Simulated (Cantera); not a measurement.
Charge: 1 mol Fe, 0.036 mol H₂O, 190 mol H₂, equilibrated at 0.220 bar.

Method: chemical equilibrium by Gibbs-energy minimisation in Cantera with the NASA 1993 tables (ideal gas, pure condensed phases). Candidate condensed phases: Fe, FeO, Fe(OH)₂, Fe(OH)₃, Fe₂O₃, Fe₃O₄, H₂O; 12 gas species. Kinetics and transport are ignored.

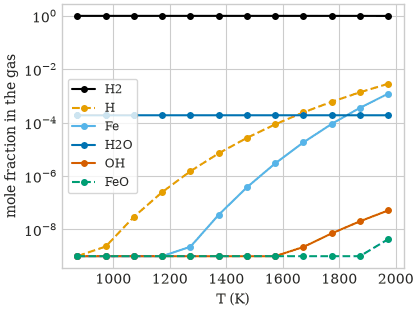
Figure. Equilibrium gas composition (values under 1e-9 drawn at 1e-9)

From 873 K to 1173 K the condensed part is Fe(α). From 1273 K to 1573 K the condensed part is Fe(γ). From 1673 K to 1773 K the condensed part is Fe(δ). From 1873 K to 1973 K the condensed part is Fe(l).
